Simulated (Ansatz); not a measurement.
**CH6ClFSi2: inputs that go wrong**

3 inputs were typed for CH6ClFSi2. Each is run as it stands; the log then has to tell whether the result can be used.

Method: the settings change from run to run; program: Ansatz 0.2.0, Gaussian basis.

## Step 1: The geometry

The geometry comes from an earlier relaxation with PBE0-D4 in a triple-zeta def2 set; it is a stationary point, not always the lowest conformer.

SMILES `F[SiH2]C[SiH2]Cl`, 11 atoms, charge 0, spin multiplicity 1.

Atoms are counted from 1 here; the program's logs count them from 0.

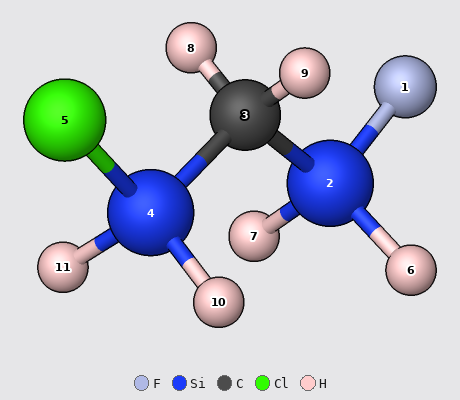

The structure; fluorine light blue, silicon blue, carbon dark grey, chlorine green, hydrogen pink; atoms are numbered from 1 in the order of the file.

## Step 2: Try 1

in.yaml reads:

```yaml
crystal:
  periodic: [false, false, false]
  atoms:
    - {symbol: F, position_ang: [-2.838696, -1.077723, 0.326256]}
    - {symbol: Si, position_ang: [-1.433331, -0.584900, -0.580721]}
    - {symbol: C, position_ang: [-0.240121, -0.040699, 0.658786]}
    - {symbol: Si, position_ang: [1.711344, 0.489061, 0.011065]}
    - {symbol: Cl, position_ang: [2.730563, 1.007834, 1.313481]}
    - {symbol: H, position_ang: [-1.904300, 0.572903, -1.614068]}
    - {symbol: H, position_ang: [-0.755362, -1.833524, -1.239221]}
    - {symbol: H, position_ang: [0.032204, -0.944398, 1.478971]}
    - {symbol: H, position_ang: [-0.524764, 0.847047, 1.043467]}
    - {symbol: H, position_ang: [1.385458, 1.455516, -0.866338]}
    - {symbol: H, position_ang: [2.041036, -0.771725, -0.692409]}
basis:
  gaussian: {orbitals: aug-cc-pVDZ, fitting: {mean_field: def2-universal-jkfit}}
hamiltonian: {xc: {name: wB97}, pseudopotentials: {relativity: scalar}}
relax: {f_tol: 0.0001, max_steps: 1}
output: {forces: true}
```

Started as:

```sh
$ ansatz run in.yaml --threads 4 --pin off --events-out ev --progress --plain --max-ram 10444MiB
```

What it wrote:

```text
Functional definition: wB97
  name "wB97"
  cite "Chai & Head-Gordon, J. Chem. Phys. 128, 084106 (2008) doi:10.1063/1.2834918"
  cite "Becke, J. Chem. Phys. 107, 8554 (1997) doi:10.1063/1.475007"
  parameter omega = 0.4/bohr
  parameter cx1 = 1.13116
  parameter cx2 = -2.74915
  parameter cx3 = 12.0900
  parameter cx4 = -5.71642
  parameter css1 = -2.55352
  parameter css2 = 11.8926
  parameter css3 = -26.9452
  parameter css4 = 17.0927
  parameter cos1 = 3.99051
  parameter cos2 = -17.0066
  parameter cos3 = 1.07292
  parameter cos4 = 8.88211
  # The coefficients of nought are those of the uniform gas.
  exchange = spin_sum(e_x_unif_sr(omega)*poly(b97_u_x, 1, cx1, cx2, cx3, cx4)) + exact_x_lr(omega)
  correlation = spin_sum(e_c_pw_same_spin*poly(b97_u_same, 1, css1, css2, css3, css4))
      + integral(e_c_pw_opposite_spin*poly(b97_u_opposite, 1, cos1, cos2, cos3, cos4))
644 factors; integrals over basis functions are off by at most 3.8e-1 eV
644 factors; integrals over basis functions are off by at most 1.5e-3 eV
mean field evaluation 1: about -32189.4391 eV, gradient 4.7e1 eV
mean field evaluation 2: about -32190.5866 eV, gradient 4.6e1 eV
mean field evaluation 4: about -32194.4432 eV, gradient 2.7e0 eV
mean field evaluation 8: about -32194.4648 eV, gradient 8.2e-2 eV
mean field evaluation 16: about -32194.4648 eV, gradient 3.0e-5 eV
mean field -32194.46481390 eV, -1183.1247597190 hartree, gradient 3.0e-5 eV, S^2 0.000000; 0 other end points of the search recorded, 0 dependent functions left out
the calculation of the forces begins
reference -32194.46478610 eV, -1183.1247586971 hartree; 33, 33 occupied and 148, 148 virtual orbitals, 644 factors
relax step   1: F+E_penalty+E_count = -32194.46481390 eV  Δ(F+E_penalty+E_count) = +0.000e0 eV  max|allowed force component| = 1.033e1 eV/Å  Δτ_max = 0.0000 Å  (27 SCF iters, accepted)
Error: geometry relaxation did not converge after 1 steps: max|allowed force component| = 1.03e1 eV/Å (threshold 1.0e-4). Raise `relax.max_steps` over both its present limit and 1, loosen `relax.f_tol`, or start from a geometry closer to equilibrium. Where this run's directory can be resumed (`checkpoint.write`), a resume goes on for up to `relax.max_steps` more
```

It took 5.5 s on 4 threads of Arm Neoverse V2, shared host; peak memory 0.5 GiB.

Diagnosis: It stopped unconverged. The relaxation is allowed too few steps for its threshold. The start was also shaken off the relaxed geometry, so there is far to go. Fix: raise relax.max_steps.

## Step 3: Try 2

in.yaml reads:

```yaml
crystal:
  periodic: [false, false, false]
  atoms:
    - {symbol: F, position_ang: [-2.790409, -0.889636, 0.264569]}
    - {symbol: Si, position_ang: [-1.446065, -0.535567, -0.530686]}
    - {symbol: C, position_ang: [-0.153592, 0.021346, 0.680737]}
    - {symbol: Si, position_ang: [1.500193, 0.473533, -0.040408]}
    - {symbol: Cl, position_ang: [2.776852, 1.058731, 1.464110]}
    - {symbol: H, position_ang: [-0.715554, -1.760982, -1.246767]}
    - {symbol: H, position_ang: [-1.015554, -1.760982, -1.246767]}
    - {symbol: H, position_ang: [0.003174, -0.778389, 1.413552]}
    - {symbol: H, position_ang: [-0.537587, 0.892653, 1.223357]}
    - {symbol: H, position_ang: [1.378683, 1.608335, -0.986057]}
    - {symbol: H, position_ang: [2.120338, -0.686879, -0.722760]}
basis:
  gaussian: {orbitals: "6-31++G**"}
magnetization: {spin_polarized: true, initial_magnetization: 0}
hamiltonian: {xc: {name: RPBE}, dispersion: d4}
scf: {lower_state_search: light}
output: {forces: true}
```

The command is unchanged.

What it wrote (excerpt; [...] marks lines left out):

```text
Functional definition: RPBE
  name "RPBE"
  cite "Hammer, Hansen & Nørskov, Phys. Rev. B 59, 7413 (1999) doi:10.1103/PhysRevB.59.7413"
  cite "Perdew, Burke & Ernzerhof, Phys. Rev. Lett. 77, 3865 (1996) doi:10.1103/PhysRevLett.77.3865"
[...]
1428 factors; their error is unknown
[...]
mean field -32110.45575341 eV, -1180.0374836892 hartree, gradient 5.9e-6 eV, S^2 0.000000; 0 other end points of the search recorded, 0 dependent functions left out
[...]
reference -32110.45584529 eV, -1180.0374870656 hartree; 33, 33 occupied and 110, 110 virtual orbitals, 1428 factors
Total energy: -32111.36393033 eV, -1180.0708585755 hartree
Atom 0 at    -2.790409    -0.889636     0.264569 Å, force    -1.327965    -1.672216     1.954904 eV/Å
Atom 1 at    -1.446065    -0.535567    -0.530686 Å, force    -2.391227     8.495534    -1.947482 eV/Å
Atom 2 at    -0.153592     0.021346     0.680737 Å, force     0.805939    -1.583069     0.850954 eV/Å
Atom 3 at     1.500193     0.473533    -0.040408 Å, force    -0.057678     0.164518    -0.477779 eV/Å
Atom 4 at     2.776852     1.058731     1.464110 Å, force     0.397672     0.159563     0.467866 eV/Å
Atom 5 at    -0.715554    -1.760982    -1.246767 Å, force   118.095236    -2.459596     0.181953 eV/Å
Atom 6 at    -1.015554    -1.760982    -1.246767 Å, force  -115.530009    -3.003813    -1.454535 eV/Å
Atom 7 at     0.003174    -0.778389     1.413552 Å, force     0.347992    -0.082139     0.722730 eV/Å
Atom 8 at    -0.537587     0.892653     1.223357 Å, force    -0.426575     0.127406    -0.054131 eV/Å
Atom 9 at     1.378683     1.608335    -0.986057 Å, force     0.003156     0.126930    -0.116383 eV/Å
Atom 10 at     2.120338    -0.686879    -0.722760 Å, force     0.083459    -0.273118    -0.128096 eV/Å
Dipole moment:     0.215556    -0.582574    -0.019403 e Å
```

Wall time 2.8 s (4 threads of Arm Neoverse V2, shared host); peak memory 0.48 GiB.

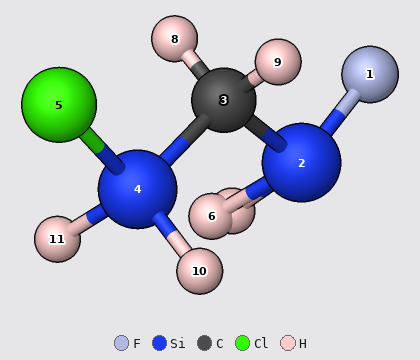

The geometry of this input.

Diagnosis: The run converged, but a converged run isn't a right one. One atom was put on top of another. The shortest distance is 0.30 Å (H6–H7), against 1.10 Å in the relaxed molecule. Its energy is no property of the relaxed molecule. To mend it, restore the atom's position.

## Step 4: Try 3

in.yaml reads:

```yaml
crystal:
  periodic: [false, false, false]
  atoms:
    - {symbol: F, position_ang: [-2.905483, -0.894232, 0.342648]}
    - {symbol: Si, position_ang: [-1.638955, -0.484432, -0.599309]}
    - {symbol: C, position_ang: [-0.173080, -0.000444, 0.597768]}
    - {symbol: Si, position_ang: [1.510487, 0.503324, -0.048709]}
    - {symbol: Cl, position_ang: [2.769414, 1.169283, 1.505595]}
    - {symbol: H, position_ang: [-1.814016, 0.519894, -1.643195]}
    - {symbol: H, position_ang: [-1.057504, -1.701834, -1.335640]}
    - {symbol: H, position_ang: [-0.026001, -0.621307, 1.414463]}
    - {symbol: H, position_ang: [-0.460617, 0.758465, 1.175677]}
    - {symbol: H, position_ang: [1.530670, 1.610922, -1.114381]}
    - {symbol: H, position_ang: [2.067479, -0.535739, -0.654806]}
basis:
  gaussian: {orbitals: cc-pVTZ-DK}
total_charge: 1
magnetization: {spin_polarized: true, initial_magnetization: 1}
hamiltonian: {xc: {name: B2PLYP}}
scf: {lower_state_search: off}
relax: {f_tol: 0.001, max_steps: 3}
output: {forces: true}
```

Launched as before.

What it wrote:

```text
Functional definition: B2PLYP
  name "B2PLYP"
  cite "Grimme, J. Chem. Phys. 124, 034108 (2006) doi:10.1063/1.2148954"
  cite "Becke, Phys. Rev. A 38, 3098 (1988) doi:10.1103/PhysRevA.38.3098"
  cite "Lee, Yang & Parr, Phys. Rev. B 37, 785 (1988) doi:10.1103/PhysRevB.37.785"
  parameter a = 0.53
  parameter c = 0.27
  exchange = (1 - a)*b88_x + a*exact_x
  correlation = (1 - c)*lyp_c + c*(mp2_os + mp2_ss)
these checks for a lower state are left out or cut short: starts, cluster_reference, orbital_swaps, neighbouring_geometries, increment
1642 factors; integrals over basis functions are off by at most 2.9e-4 eV
mean field evaluation 1: about -32168.2018 eV, gradient 5.0e1 eV
mean field evaluation 2: about -32168.3781 eV, gradient 5.0e1 eV
mean field evaluation 4: about -32176.5869 eV, gradient 1.5e1 eV
mean field evaluation 8: about -32177.6722 eV, gradient 6.2e-1 eV
mean field evaluation 16: about -32177.7008 eV, gradient 2.0e-1 eV
mean field -32177.94101202 eV, -1182.5175211998 hartree, gradient 2.1e-6 eV, S^2 0.768160; 0 other end points of the search recorded, 0 dependent functions left out
17 core orbitals not correlated: weight in the atoms' cores, before any rotation towards them, 1.000 or more for the frozen orbitals, at most 0.000 for the correlated occupied ones
reference -32177.94120736 eV, -1182.5175283784 hartree; 16, 15 occupied and 213, 214 virtual orbitals, 1642 factors
second order -28.08858204 eV of doubles, -0.00000000 eV of singles
the calculation of the forces begins
mean field evaluation 32: about -32177.9410 eV, gradient 2.1e-6 eV
relax step   1: F+E_penalty+E_count = -32185.52492917 eV  Δ(F+E_penalty+E_count) = +0.000e0 eV  max|allowed force component| = 3.905e0 eV/Å  Δτ_max = 0.0000 Å  (119 SCF iters, accepted)
these checks for a lower state are left out or cut short: starts, cluster_reference, orbital_swaps, neighbouring_geometries, increment
1642 factors; integrals over basis functions are off by at most 3.4e-4 eV
mean field -32179.35167581 eV, -1182.5693621379 hartree, gradient 2.7e-6 eV, S^2 0.764401; 0 other end points of the search recorded, 0 dependent functions left out
17 core orbitals not correlated: weight in the atoms' cores, before any rotation towards them, 1.000 or more for the frozen orbitals, at most 0.000 for the correlated occupied ones
reference -32179.35187008 eV, -1182.5693692773 hartree; 16, 15 occupied and 213, 214 virtual orbitals, 1642 factors
second order -27.81110815 eV of doubles, -0.00000000 eV of singles
the calculation of the forces begins
relax step   2: F+E_penalty+E_count = -32186.86067501 eV  Δ(F+E_penalty+E_count) = -1.336e0 eV  max|allowed force component| = 1.464e0 eV/Å  Δτ_max = 0.1980 Å  (63 SCF iters, accepted)
these checks for a lower state are left out or cut short: starts, cluster_reference, orbital_swaps, neighbouring_geometries, increment
1642 factors; integrals over basis functions are off by at most 4.0e-4 eV
mean field -32179.66887861 eV, -1182.5810191261 hartree, gradient 5.1e-6 eV, S^2 0.761658; 0 other end points of the search recorded, 0 dependent functions left out
17 core orbitals not correlated: weight in the atoms' cores, before any rotation towards them, 1.000 or more for the frozen orbitals, at most 0.000 for the correlated occupied ones
reference -32179.66906965 eV, -1182.5810261466 hartree; 16, 15 occupied and 213, 214 virtual orbitals, 1642 factors
second order -27.65548224 eV of doubles, -0.00000000 eV of singles
the calculation of the forces begins
relax step   3: F+E_penalty+E_count = -32187.13585882 eV  Δ(F+E_penalty+E_count) = -2.752e-1 eV  max|allowed force component| = 7.101e-1 eV/Å  Δτ_max = 0.1956 Å  (50 SCF iters, accepted)
Error: geometry relaxation did not converge after 3 steps: max|allowed force component| = 7.10e-1 eV/Å (threshold 1.0e-3). Raise `relax.max_steps` over both its present limit and 3, loosen `relax.f_tol`, or start from a geometry closer to equilibrium. Where this run's directory can be resumed (`checkpoint.write`), a resume goes on for up to `relax.max_steps` more
```

It took 88 s on 4 threads of Arm Neoverse V2, shared host; peak memory 1.4 GiB.

What is wrong: It stopped unconverged. The relaxation is allowed too few steps for its threshold. The start was also shaken off the relaxed geometry, so there is far to go. It also asks for charge 1 and multiplicity 2, another species or state than the molecule above. Fix: raise relax.max_steps, and set charge and spin to those of the species named.

## Step 5: How the tries ended

| try | level | ended | cause | time |
| --- | --- | --- | --- | --- |
| 1 | wB97/aug-cc-pVDZ | not converged | the relaxation is allowed too few steps for its threshold | 5.5 s |
| 2 | RPBE/6-31++G** | converged | one atom was put on top of another | 2.8 s |
| 3 | B2PLYP/cc-pVTZ-DK | not converged | the relaxation is allowed too few steps for its threshold | 88 s |

In words: 2 not converged, 1 converged. The dangerous case is the input that converges on a wrong geometry, charge, spin, basis or grid: often only a look at the input shows it.
